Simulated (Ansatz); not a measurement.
# Calculations on H5C2N

**1. Relaxation**

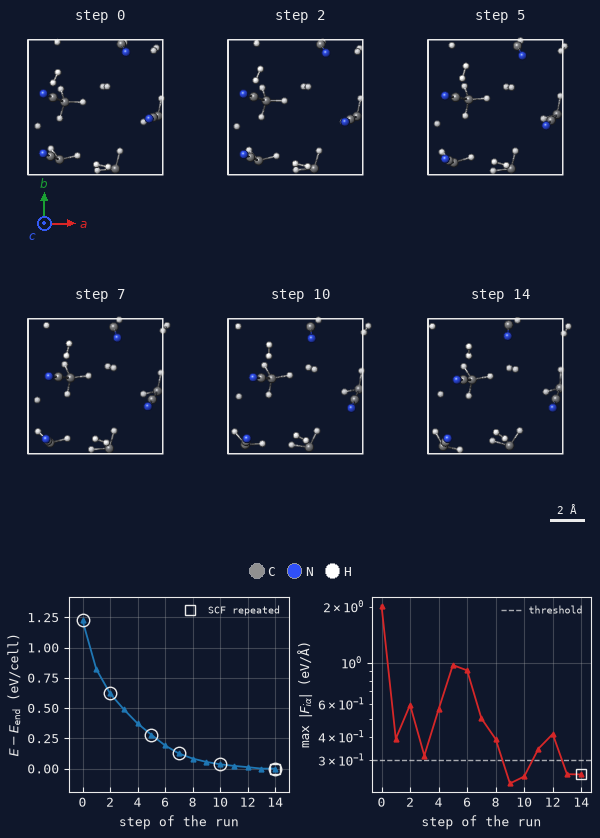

Frames of a relaxation of an amorphous cell of composition H5C2N, marked on the history of the run. A ball-and-stick model of the cell of the calculation, seen along the c axis.

The cell holds 4 CH3CN + 4 H2. The run prepares the start of a later molecular dynamics calculation, from a guessed geometry.

Theory: Ansatz, DFT PBE-D3(BJ), scalar-relativistic, plane waves, PAW.

Input
```yaml
accuracy: low
crystal:
  lattice:
    - [8.014557, 0.0, 0.0]
    - [0.0, 8.014557, 0.0]
    - [0.0, 0.0, 8.014557]
  atoms:
    - { symbol: C, position: [0.2728535, 0.5377693, 0.4404559] }
    - { symbol: C, position: [0.1852781, 0.5720947, 0.5965784] }
    - { symbol: "N", position: [0.114637, 0.5997828, 0.722512] }
    - { symbol: H, position: [0.4074293, 0.5370451, 0.461414] }
    - { symbol: H, position: [0.2353718, 0.41635, 0.3914364] }
    - { symbol: H, position: [0.2432824, 0.6334469, 0.3481424] }
    - { symbol: C, position: [0.2342014, 0.1109394, 0.5615143] }
    - { symbol: C, position: [0.1672462, 0.1362141, 0.7291452] }
    - { symbol: "N", position: [0.1132379, 0.1566014, 0.8643618] }
    - { symbol: H, position: [0.1700143, 0.1918679, 0.4727393] }
    - { symbol: H, position: [0.3672256, 0.1400968, 0.5593153] }
    - { symbol: H, position: [0.2169887, -0.0186339, 0.5232404] }
    - { symbol: C, position: [0.9637492, 0.4348799, 0.1616594] }
    - { symbol: C, position: [0.9274831, 0.4235966, 0.3399272] }
    - { symbol: "N", position: [0.8982297, 0.4144951, 0.4837237] }
    - { symbol: H, position: [0.989243, 0.5641404, 0.1271311] }
    - { symbol: H, position: [1.0726179, 0.3589556, 0.1311055] }
    - { symbol: H, position: [0.8573489, 0.3902434, 0.0892924] }
    - { symbol: C, position: [0.6481079, 0.0420845, 0.3209346] }
    - { symbol: C, position: [0.6916419, -0.0323785, 0.4815023] }
    - { symbol: "N", position: [0.7267578, -0.0924427, 0.6110215] }
    - { symbol: H, position: [0.6820071, 0.1739929, 0.31974] }
    - { symbol: H, position: [0.7145876, -0.0212726, 0.2203526] }
    - { symbol: H, position: [0.5141629, 0.0309461, 0.2989091] }
    - { symbol: H, position: [0.5069913, 0.0740879, 0.8629379] }
    - { symbol: H, position: [0.5944255, 0.056832, 0.8856866] }
    - { symbol: H, position: [0.9319115, 0.9190773, 0.2313602] }
    - { symbol: H, position: [0.9522636, 0.9393793, 0.1439894] }
    - { symbol: H, position: [0.5565588, 0.6515578, 0.1473271] }
    - { symbol: H, position: [0.5873125, 0.6522567, 0.234009] }
    - { symbol: H, position: [0.1863745, 0.6802556, 0.9779328] }
    - { symbol: H, position: [0.2219609, 0.7575307, 0.9429728] }
basis:
  ecutwfc: 420.0
kpoints:
  mp_grid: { grid: [1, 1, 1] }
hamiltonian:
  xc: pbe
  dispersion: d3bj
scf:
  occupations: { method: fermi_dirac, width: 0.02 }
  lower_state_search: "off"
relax:
  f_tol: 0.3
  max_steps: 15
  adjacent_minimum: "off"
output:
  write_density: true
  write_potential: true
  elf: true
  volumetric_format: npy
```

Command:
```bash
ansatz run input.yaml --threads 1 --pin off --max-ram 3072MiB --backend cpu --events-out ev --progress --plain --runs-dir out
```

### What happens along the run?

Over 13 accepted moves (14 points after the start) the energy falls by 1.225 eV per cell of the calculation. The largest force component goes from 2 to 0.25 eV/Å. 1 step only repeated the SCF at the same geometry. H12 moves most: 1.82 Å roughly along [−3 −1 2]. Largest moves by element: H 1.82 Å, C 1.39 Å, N 1.33 Å. The cell doesn't change. Some distances before and after: H27–H28 0.737 → 0.755 Å, H25–H26 0.737 → 0.754 Å, C7–H11 1.092 → 1.107 Å, C14–N15 1.178 → 1.163 Å. From step 0 to 2: H32 moves most (0.38 Å), energy −0.603 eV per cell of the calculation. From step 2 to 5: H10 moves most (0.55 Å), energy −0.341 eV per cell of the calculation. From step 5 to 7: N21 moves most (0.38 Å), energy −0.155 eV per cell of the calculation. From step 7 to 10: H12 moves most (0.59 Å), energy −89.4 meV per cell of the calculation. From step 10 to 14: H12 moves most (0.43 Å), energy −35.6 meV per cell of the calculation.

Limits of the set-up: the program's low-accuracy preset was used; the periodic images lie only 8.0 Å apart, so the values are limited by the cell's size.

**2. Dynamics**

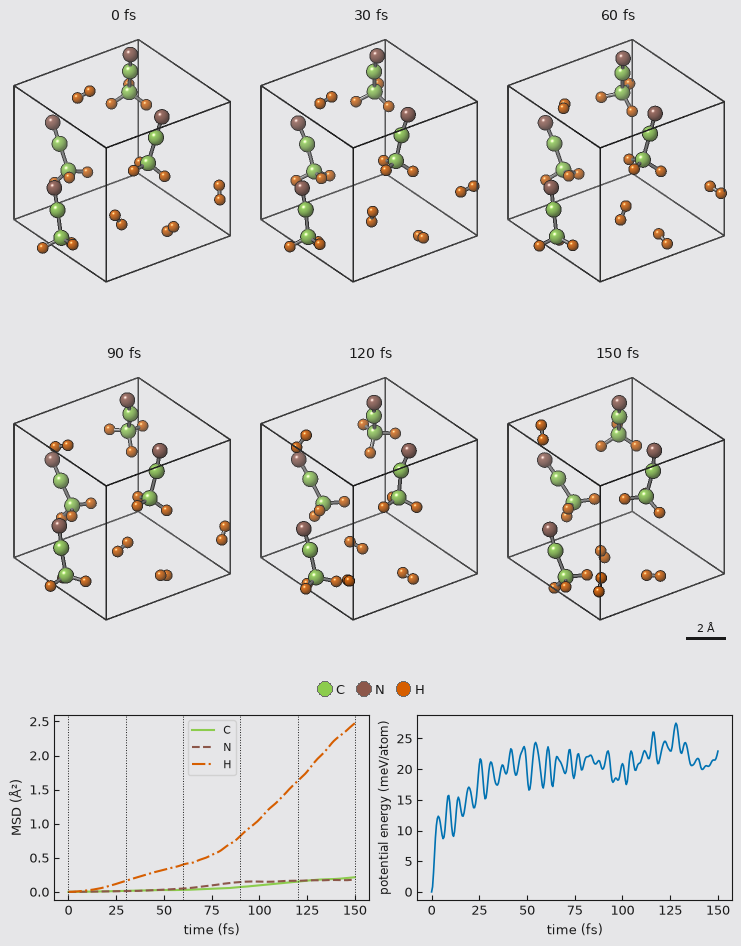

Molecular dynamics of a periodic cell with 4 CH3CN + 4 H2 at 0.556 g/cm³, 150 fs long. Frames and the history of the run. Style: ball-and-stick. Shown: the simulation cell, from a free direction. Atoms that leave the cell re-enter on the other side.

The calculation used DFT PBE-D3(BJ), scalar-relativistic, plane waves, PAW (Ansatz 0.2.0). Run with plane-wave cutoff 420 eV; k-point mesh 1 × 1 × 1; Fermi-Dirac smearing 0.02 eV; low-accuracy preset; Langevin thermostat (NVT); set temperature 250 K; time step 0.5 fs; friction 0.02 per fs.

> What do the frames and curves show?

In the second half of the run the atoms are, in the root-mean-square, this far from where they began (common drift taken out): H 1.20 Å, N 0.39 Å, C 0.36 Å. The heavy atoms stay within a fraction of a molecule's size of their starting places, while the hydrogen atoms travel further, as molecules turn; so short a run doesn't tell a liquid from a solid. Over the second half the temperature averages 296 K (spread ±24 K). The potential energy in the second half lies on average 21.7 meV per atom above the first frame.

Limits of the set-up: the program's low-accuracy preset was used; the periodic images lie only 8.0 Å apart, so the values are limited by the cell's size.

**3. Dynamics**

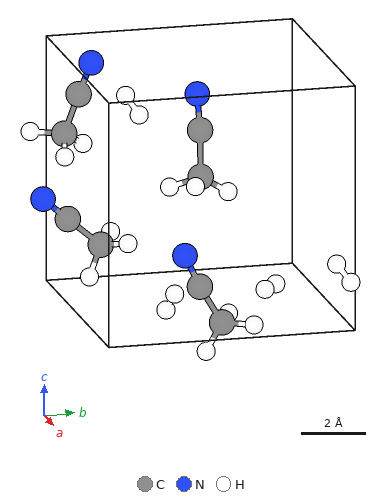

Starting frame of a dynamics run of a periodic cell with 4 CH3CN + 4 H2 at 0.556 g/cm³. It starts from the last geometry of an earlier run, with fresh velocities. A ball-and-stick model of the simulation cell, seen slightly off an axis.

Level of theory: Ansatz, DFT PBE-D3(BJ), scalar-relativistic, plane waves, PAW.

Input file:
```yaml
accuracy: low
crystal:
  lattice:
    - [8.014557, 0.0, 0.0]
    - [0.0, 8.014557, 0.0]
    - [0.0, 0.0, 8.014557]
  atoms:
    - { symbol: C, position: [0.29030794, 0.54843035, 0.46133354] }
    - { symbol: C, position: [0.24102949, 0.55843312, 0.63854971] }
    - { symbol: "N", position: [0.22500632, 0.55142796, 0.78248073] }
    - { symbol: H, position: [0.42073634, 0.49410766, 0.46168968] }
    - { symbol: H, position: [0.21428406, 0.44134144, 0.40650394] }
    - { symbol: H, position: [0.26810066, 0.66533302, 0.38698795] }
    - { symbol: C, position: [0.12979861, 0.03493362, 0.62991354] }
    - { symbol: C, position: [0.16271373, 0.08516498, 0.79707488] }
    - { symbol: "N", position: [0.19452089, 0.12816137, 0.93093883] }
    - { symbol: H, position: [0.25037208, 0.00653285, 0.57029638] }
    - { symbol: H, position: [0.05326215, -0.08425042, 0.6263299] }
    - { symbol: H, position: [0.05715139, 0.12930547, 0.56360687] }
    - { symbol: C, position: [0.88758889, 0.48302469, 0.0348721] }
    - { symbol: C, position: [0.90078479, 0.38999955, 0.19122218] }
    - { symbol: "N", position: [0.90051515, 0.32946128, 0.32217108] }
    - { symbol: H, position: [0.7596706, 0.54213001, 0.03362675] }
    - { symbol: H, position: [0.96816054, 0.59255637, 0.03901809] }
    - { symbol: H, position: [0.92412288, 0.40952068, -0.06837046] }
    - { symbol: C, position: [0.527573, 0.08216984, 0.28187609] }
    - { symbol: C, position: [0.54806066, -0.0567639, 0.40221795] }
    - { symbol: "N", position: [0.57595301, -0.16447219, 0.49913658] }
    - { symbol: H, position: [0.63203607, 0.16599967, 0.3089252] }
    - { symbol: H, position: [0.54578436, 0.03180444, 0.15856884] }
    - { symbol: H, position: [0.41027544, 0.1518655, 0.29858566] }
    - { symbol: H, position: [0.83136622, 0.16087636, 0.89092861] }
    - { symbol: H, position: [0.80891731, 0.11154097, 0.96829792] }
    - { symbol: H, position: [0.93708159, 0.93637028, 0.25536482] }
    - { symbol: H, position: [0.98860361, 0.98103568, 0.1920084] }
    - { symbol: H, position: [0.53104617, 0.38175458, 0.05974262] }
    - { symbol: H, position: [0.48303967, 0.35852273, -0.01686327] }
    - { symbol: H, position: [0.38275584, 0.83012942, 1.0296691] }
    - { symbol: H, position: [0.44824429, 0.76976176, 1.02956841] }
basis:
  ecutwfc: 420.0
kpoints:
  mp_grid: { grid: [1, 1, 1] }
hamiltonian:
  xc: pbe
  dispersion: d3bj
scf:
  occupations: { method: fermi_dirac, width: 0.02 }
  lower_state_search: "off"
md:
  timestep: 0.5
  n_steps: 400
  ensemble: nvt_nose_hoover
  temperature: 250.0
  initial_velocities: maxwell_boltzmann
  seed: 883021
  nose_hoover: { tau: 200.0, chain_length: 3 }
```

Launched with:
```bash
ansatz run input.yaml --threads 1 --pin off --max-ram 3072MiB --backend cpu --events-out ev --progress --plain --runs-dir out
```

> Predict how the run goes.

Over the second half the temperature averages 250 K (spread ±16 K). The potential energy in the second half lies on average 0.8 meV per atom below the first frame. In the second half of the run the atoms are, in the root-mean-square, this far from where they began (common drift taken out): H 1.16 Å, N 0.91 Å, C 0.60 Å. The heavy atoms stay within a fraction of a molecule's size of their starting places; so short a run doesn't tell a liquid from a solid.

Along the run (each row but the first and the last is the mean over the interval that it begins):

```json
{"time (fs)": "0.0", "potential energy (meV/atom)": "0.0", "T (K)": "250"}
{"time (fs)": "33.0", "potential energy (meV/atom)": "-1.4", "T (K)": "260"}
{"time (fs)": "66.0", "potential energy (meV/atom)": "-0.9", "T (K)": "254"}
{"time (fs)": "99.0", "potential energy (meV/atom)": "0.9", "T (K)": "239"}
{"time (fs)": "132.0", "potential energy (meV/atom)": "-2.1", "T (K)": "261"}
{"time (fs)": "165.0", "potential energy (meV/atom)": "-1.0", "T (K)": "250"}
{"time (fs)": "198.0", "potential energy (meV/atom)": "-2.5", "T (K)": "261"}
```

The paths of the atoms:

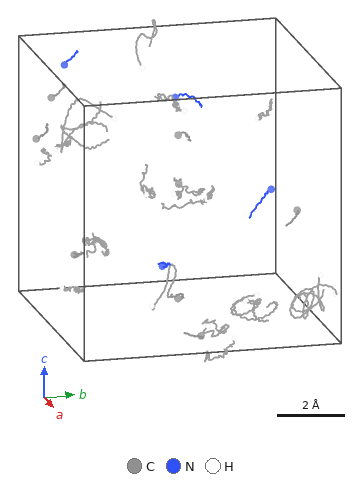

Limits of the set-up: the program's low-accuracy preset was used; the periodic images lie only 8.0 Å apart, so the values are limited by the cell's size.

Cost: 6.9 min on 1 thread of Intel(R) Xeon(R) 6975P-C (Granite Rapids), with other jobs on the host, peak memory 0.53 GiB.
